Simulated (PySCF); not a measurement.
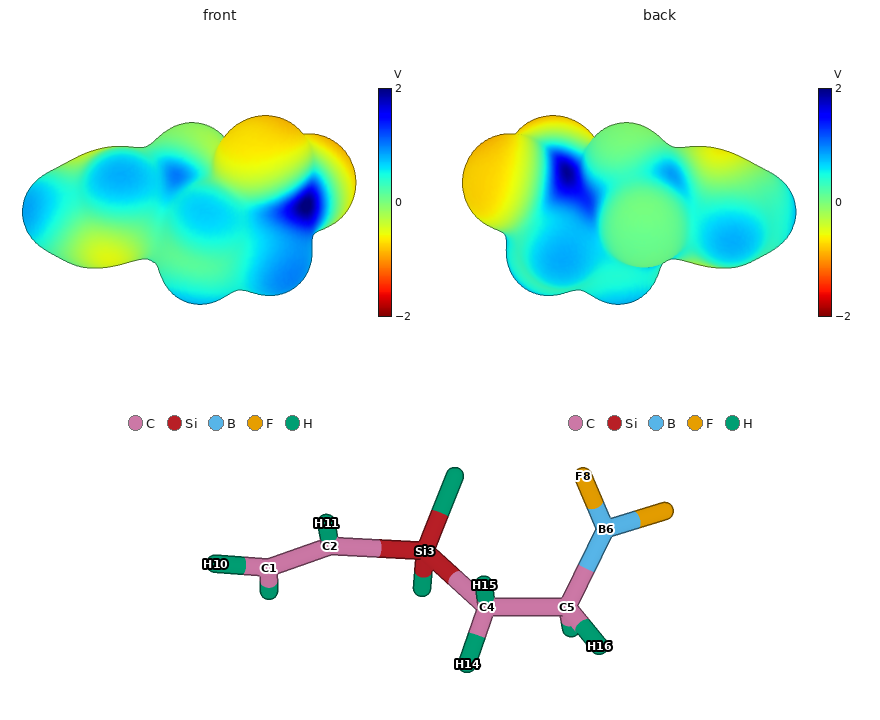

The picture shows: C4H9BF2Si (SMILES C=C[SiH2]CCB(F)F). The electrostatic potential painted on the density surface at 0.002 e/bohr³, seen from the front and from behind; the colour scale runs from red (negative) to blue (positive). The bare structure is drawn below in the same view.

Geometry: GFN2-xTB.

Level of theory: PBE0/pcSseg-1, SCF density, gas phase, non-relativistic (PySCF).

Input file:

```
{"job": {"kind": "nmr", "xc": "PBE0", "basis": "pcSseg-1"}, "charge": 0, "multiplicity": 1}
C     -3.390180     0.275335     0.165497
C     -2.196506     0.083448     0.703879
Si    -0.568302     0.639292    -0.058198
C      0.553288    -0.890847    -0.241188
C      1.965036    -0.516386    -0.710071
B      2.782998     0.314231     0.347781
F      3.812898     1.075587     0.028032
F      2.531408     0.292418     1.641886
H     -3.507278     0.774976    -0.782400
H     -4.303254    -0.056014     0.636997
H     -2.146367    -0.423939     1.661057
H      0.070738     1.636432     0.809900
H     -0.791982     1.222370    -1.389252
H      0.115720    -1.595930    -0.950442
H      0.626014    -1.414133     0.713085
H      2.527362    -1.431644    -0.930402
H      1.911409     0.026835    -1.656070
```

Run with:

```sh
OMP_NUM_THREADS=1 python probes_run.py task.json out
```

Which sites attract a positive test charge, and which a negative one?

Answer. A positive charge is drawn to the negative regions and a negative charge to the positive ones. The most negative region (about −0.9 V) lies over F7 and F8, the most positive (about +1.8 V) over B6.

What dipole moment does the calculation give?

Answer. Its dipole moment is 2.10 D.
